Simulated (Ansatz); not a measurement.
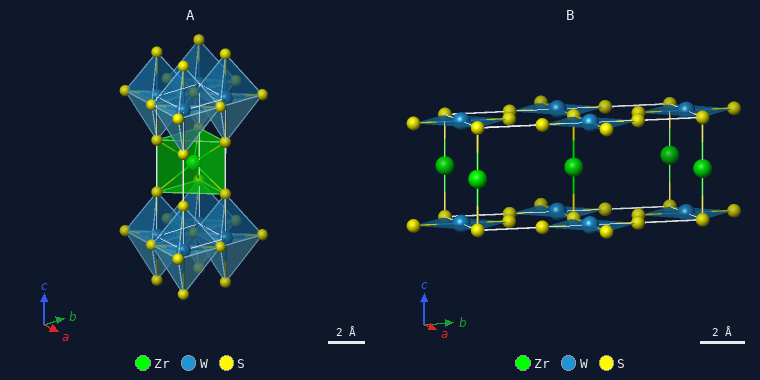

Two structures of ZrWS3, each relaxed to rest (conventional cells in solid outline, small ones repeated, not to one scale). Method: DFT PBE, scalar-relativistic, plane waves, PAW (Ansatz 0.2.0), without spin polarisation.

Question: What structure does each panel show?

Answer: A: 5 atoms a cell on a primitive hexagonal lattice, P-6m2. B: 10 atoms a cell on a base-centred orthorhombic lattice, Cmmm.

Question: Which polymorph is favoured?

Answer: A is lower, by 1035 meV/atom at this level of theory (energies at zero smearing). Volumes: A 20.4, B 24.4 Å³/atom.

One or both may be structure types tried for this composition rather than known phases.
